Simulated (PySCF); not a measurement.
## Run report: CH₈N₂Si₂, NMR shielding calculation

CH₈N₂Si₂, SMILES C=N[SiH2]N[SiH3], computed with GIAO KT3/pcSseg-1 NMR shielding, non-relativistic, gas phase (PySCF 2.14.0).

The geometry comes from this level: PBE0-D3(BJ)/def2-SVP. Figures and captions count atoms from 1; the log counts them from 0 in places.

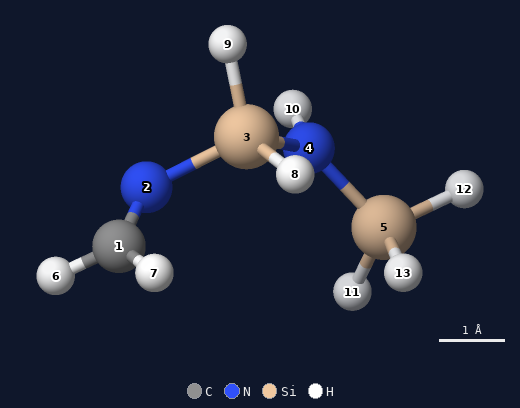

**Figure 1.** The structure as given in the input (ball-and-stick view, seen at a tilt; atoms are numbered from 1 in the order of the input). Bond lengths as drawn: C–H 1.11 Å, C–N 1.26 Å, H–N 1.02 Å, H–Si 1.49 to 1.50 Å and N–Si 1.73 to 1.76 Å.

Key numbers

- outcome: converged
- total energy: −738.286833 hartree
- HOMO: −5.77 eV
- LUMO: −1.89 eV
- dipole moment: 0.46 D
- isotropic shielding, C: 25.4 ppm
- isotropic shielding, N: −131.0 to 242.3 ppm
- isotropic shielding, Si: 389.2 to 416.9 ppm
- isotropic shielding, H: 23.0 to 31.0 ppm
- hardware: 1 CPU thread, shared host
- wall time: 15 s
- peak memory: 0.72 GiB

Input file
```
{"job": {"kind": "nmr", "xc": "KT3", "basis": "pcSseg-1", "pop": false}, "charge": 0, "multiplicity": 1}
C      2.580480    -0.381992    -0.423506
N      1.709485    -0.779973     0.397241
Si     0.475813     0.247767     1.115554
N     -1.114749    -0.328025     0.746002
Si    -2.148989     0.121195    -0.581490
H      3.322256    -1.085797    -0.847515
H      2.676560     0.668252    -0.780827
H      0.581918     1.652797     0.602351
H      0.695235     0.183092     2.587965
H     -1.417917    -1.131379     1.291673
H     -2.224271    -0.926651    -1.648670
H     -3.545062     0.375643    -0.108559
H     -1.584062     1.368262    -1.175402
```

The first line tells a small driver script what to run in PySCF; the rest is the geometry in Å.

Launch command:
```bash
OMP_NUM_THREADS=1 python <driver script> task.json out
```

Log
```
coarse grid: 11424 points
cycle   1  E = -738.1684127950  dE =  2.234e-01  |g| = 6.573e-01  |ddm| = 3.231e+00
cycle   2  E = -737.7688323424  dE =  3.996e-01  |g| = 1.409e+00  |ddm| = 2.169e+00
cycle   3  E = -738.2574856933  dE = -4.887e-01  |g| = 2.084e-01  |ddm| = 1.739e+00
cycle   4  E = -738.2669171523  dE = -9.431e-03  |g| = 1.007e-01  |ddm| = 2.091e-01
cycle   5  E = -738.2691209426  dE = -2.204e-03  |g| = 3.102e-02  |ddm| = 9.272e-02
cycle   6  E = -738.2693488533  dE = -2.279e-04  |g| = 8.591e-03  |ddm| = 3.806e-02
cycle   7  E = -738.2693690044  dE = -2.015e-05  |g| = 1.253e-03  |ddm| = 1.177e-02
cycle   8  E = -738.2693694697  dE = -4.654e-07  |g| = 1.466e-04  |ddm| = 1.832e-03
final grid: 100024 points
cycle   9  E = -738.2868114457  dE = -1.683e-04  |g| = 1.527e-02  |ddm| = 2.906e-02
cycle  10  E = -738.2867862991  dE =  2.515e-05  |g| = 1.554e-02  |ddm| = 1.958e-02
cycle  11  E = -738.2868208007  dE = -3.450e-05  |g| = 7.379e-03  |ddm| = 1.800e-02
cycle  12  E = -738.2868322475  dE = -1.145e-05  |g| = 2.021e-03  |ddm| = 6.823e-03
cycle  13  E = -738.2868332901  dE = -1.043e-06  |g| = 3.885e-04  |ddm| = 1.560e-03
cycle  14  E = -738.2868333253  dE = -3.520e-08  |g| = 9.329e-05  |ddm| = 4.527e-04
cycle  15  E = -738.2868333273  dE = -1.980e-09  |g| = 2.311e-05  |ddm| = 1.155e-04
cycle  16  E = -738.2868333274  dE = -1.721e-10  |g| = 2.742e-06  |ddm| = 3.698e-05
```

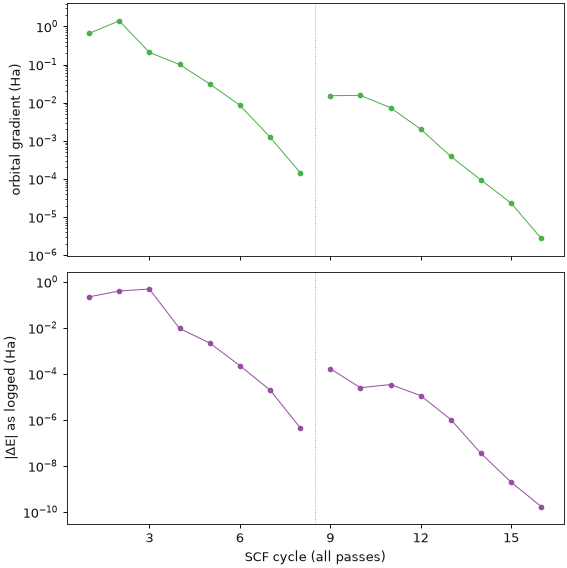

**Figure 2.** Convergence of the self-consistent field: orbital gradient and size of the energy change against the SCF cycle. The dotted line marks the change from a coarse to the final integration grid. The first 8 cycles use a coarse grid, the final grid takes over at cycle 9, and the field converges after 16 cycles in all.

```
converged SCF energy = -738.2868333274

GIAO shielding tensors (ppm)
atom      isotropic    diamagn.    paramagn.     s11        s22        s33       span
  0 C       25.350     253.800    -228.449    -59.303     16.539    118.815    178.118
  1 N     -131.021     331.454    -462.474   -478.120   -173.991    259.048    737.168
  2 Si     389.191     883.678    -494.488    354.399    392.815    420.358     65.959
  3 N      242.309     324.668     -82.359    212.972    246.303    267.653     54.681
  4 Si     416.932     881.316    -464.384    377.928    388.558    484.310    106.383
  5 H       23.161      27.864      -4.703     21.824     23.565     24.094      2.270
  6 H       23.028      30.988      -7.960     21.052     22.487     25.545      4.493
  7 H       26.742      31.560      -4.818     23.766     25.967     30.494      6.727
  8 H       26.238      29.224      -2.987     23.347     24.280     31.086      7.738
  9 H       30.974      31.776      -0.802     22.749     28.616     41.558     18.809
 10 H       26.658      29.365      -2.706     23.032     24.875     32.068      9.036
 11 H       26.629      28.008      -1.379     23.107     24.882     31.898      8.791
 12 H       26.869      30.449      -3.580     23.999     25.975     30.633      6.634
```

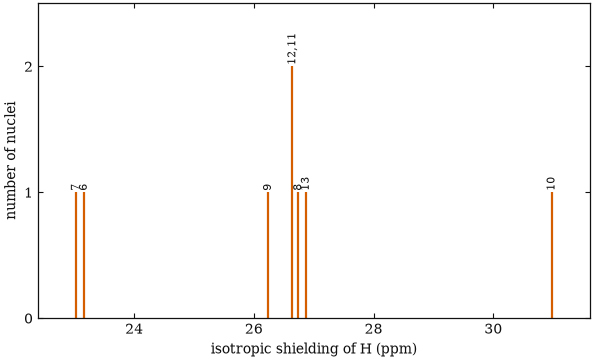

**Figure 3.** Isotropic shieldings of the hydrogen nuclei in this fixed geometry, labelled by atom number; shielding grows to the right, so chemical shift grows to the left. The least shielded is H7 (23.0 ppm), the most shielded H10 (31.0 ppm).
